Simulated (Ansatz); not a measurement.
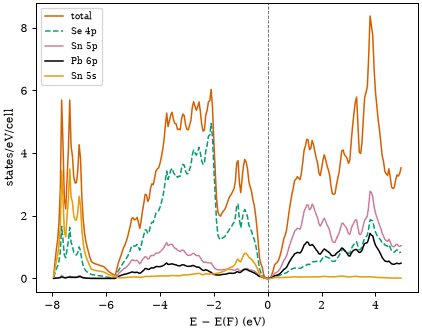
Figure: Total and projected density of states of Sn$_{2}$PbSe$_{3}$ in space group P-3m1 (No. 164; Sn on 2d, Pb on 1a, Se on 2d, Se on 1b), DFT-PBEsol in the program Ansatz with PAW potentials

Question: Which orbitals carry the states next to the Fermi level?

Answer: Within 0.5 eV of the Fermi level: Se 4p 40 %, Sn 5p 21 %, Sn 5s 15 %, Pb 6p 12 %, Se 4s 6 %. Projections are on Löwdin-orthogonalised atomic valence shells; empty p or d shells of many metals are not among them.

Question: Where is the tallest occupied peak in this window, and what makes it?

Answer: Near -2.1 eV, about 6.0 states/eV per cell; the largest projected share is Se 4p.

The workflow started from a Materials Project entry (that database holds measured and hypothetical structures alike); the Crystallography Open Database copy checked does not list it. With Sn and Pb taken as one species the cell has the higher symmetry Fm-3m, so it may be an ordered model of a mixed-site phase. Whether it is the stable phase at ambient conditions was not checked. Symmetry was held in the PBEsol relaxation; of distortions, only those at the zone centre were tested. Spin–orbit coupling is left out wherever it is not named.

Potentials: the later of the program's two PAW sets.
